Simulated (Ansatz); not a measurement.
Single-point calculation, with input and output: C2H3ClFGa

The run: single-point calculation of C2H3ClFGa. Method and program: RKS wB97X-V/cc-pVTZ (Ansatz 0.2.0).

Some settings of this run were made unusual or wrong on purpose. The geometry comes from this level: PBE0-D4/def2-TZVP. Figures and captions count atoms from 1; the log counts them from 0 in places.

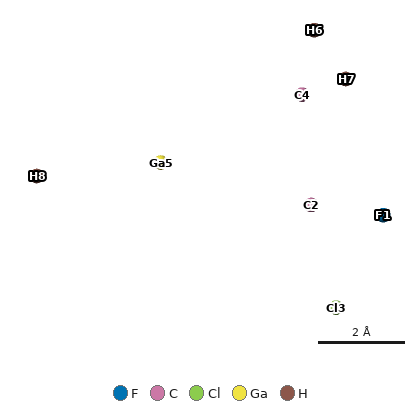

Figure 1. The structure as given in the input (stick view, seen on its broad side; atoms are numbered from 1 in the order of the input). Sticks are drawn by distance; a stretched bond gets none, so the picture shows separate pieces.

### The input
```yaml
crystal:
  periodic: [false, false, false]
  atoms:
    - {symbol: F, position_ang: [2.126242, 0.368723, 3.242006]}
    - {symbol: C, position_ang: [1.206071, -0.315167, 0.959206]}
    - {symbol: Cl, position_ang: [3.747481, -1.348999, -1.040568]}
    - {symbol: C, position_ang: [-0.414444, 1.594586, -0.449700]}
    - {symbol: Ga, position_ang: [-1.788582, -1.858598, -0.537652]}
    - {symbol: H, position_ang: [-1.542351, 2.685176, 0.896406]}
    - {symbol: H, position_ang: [0.426396, 2.781016, -1.903367]}
    - {symbol: H, position_ang: [-3.586771, -4.014644, -1.271779]}
basis:
  gaussian: {orbitals: cc-pVTZ, final_grid: {core_spheres: 5, valence_spheres: 4, degree: 11}}
hamiltonian: {xc: {name: wB97X-V}}
output: {forces: true}
```

Run on 4 threads of Intel Xeon, 15 GiB of memory available, shared host.

Run as:
```bash
ansatz run in.yaml --threads 4 --pin off --events-out ev --progress --plain --max-ram 10444MiB
```

### Log
```
Functional definition: wB97X-V
  name "wB97X-V"
  cite "Mardirossian & Head-Gordon, Phys. Chem. Chem. Phys. 16, 9904 (2014) doi:10.1039/C3CP54374A"
  cite "Becke, J. Chem. Phys. 107, 8554 (1997) doi:10.1063/1.475007"
  cite "Vydrov & Van Voorhis, J. Chem. Phys. 133, 244103 (2010) doi:10.1063/1.3521275"
  parameter omega = 0.3/bohr
  parameter cx = 0.167
  parameter cx1 = 0.603
  parameter cx2 = 1.194
  parameter css0 = 0.556
  parameter css1 = -0.257
  parameter cos0 = 1.219
  parameter cos1 = -1.850
  parameter b = 6.0
  parameter c = 0.01
  exchange = spin_sum(e_x_unif_sr(omega)*poly(b97_u_x, 1 - cx, cx1, cx2)) + cx*exact_x_sr(omega) + exact_x_lr(omega)
  correlation = spin_sum(e_c_pw_same_spin*poly(b97_u_same, css0, css1))
      + integral(e_c_pw_opposite_spin*poly(b97_u_opposite, cos0, cos1)) + vv10(b, c)
1334 factors; their error is unknown
292 factors; integrals over basis functions are off by at most 6.6e-5 eV
mean field evaluation 1: about -69686.5177 eV, gradient 6.7e1 eV
mean field evaluation 2: about -69169.1729 eV, gradient 3.0e2 eV
mean field evaluation 4: about -69678.8535 eV, gradient 8.6e1 eV
mean field evaluation 8: about -69706.2347 eV, gradient 7.1e-1 eV
mean field evaluation 16: about -69706.4061 eV, gradient 1.9e-5 eV
mean field evaluation 32: about -69705.9083 eV, gradient 3.2e0 eV
mean field -69706.40605379 eV, -2561.6631737778 hartree, gradient 1.9e-5 eV, S^2 0.000000; 4 other end points of the search recorded, 0 dependent functions left out
the calculation of the forces begins
reference -69706.40605086 eV, -2561.6631736701 hartree; 36, 36 occupied and 173, 173 virtual orbitals, 1334 factors
Total energy: -69706.40605086 eV, -2561.6631736701 hartree
Atom 0 at     2.126242     0.368723     3.242006 Å, force    -1.225880    -0.819462    -2.911860 eV/Å
Atom 1 at     1.206071    -0.315167     0.959206 Å, force     1.748295     0.432057     1.373837 eV/Å
Atom 2 at     3.747481    -1.348999    -1.040568 Å, force    -1.352522     0.555453     0.991350 eV/Å
Atom 3 at    -0.414444     1.594586    -0.449700 Å, force     0.260066     3.268730     0.314904 eV/Å
Atom 4 at    -1.788582    -1.858598    -0.537652 Å, force    -0.701612    -1.152492    -0.250415 eV/Å
Atom 5 at    -1.542351     2.685176     0.896406 Å, force     1.926895    -1.689278    -2.563289 eV/Å
Atom 6 at     0.426396     2.781016    -1.903367 Å, force    -1.723428    -1.912072     2.614214 eV/Å
Atom 7 at    -3.586771    -4.014644    -1.271779 Å, force     1.068186     1.317066     0.431259 eV/Å
Dipole moment:    -1.515875     0.616755    -0.628945 e Å
```

### What the run reported

```json
{"quantity": "outcome", "value": "converged"}
{"quantity": "total energy", "value": "−69706.4061 eV"}
{"quantity": "SCF solution under orbital rotations", "value": "stable"}
{"quantity": "largest force (length of the vector)", "value": "3.669 eV/Å"}
{"quantity": "dipole moment", "value": "8.42 D"}
{"quantity": "wall time", "value": "8 s (CPU time 27 s)"}
{"quantity": "peak memory", "value": "0.8 GiB"}
```

This input holds a deliberate fault: the coordinates are scaled as if typed in the wrong unit. The program still converged, but the numbers can't be taken as results for the intended system.
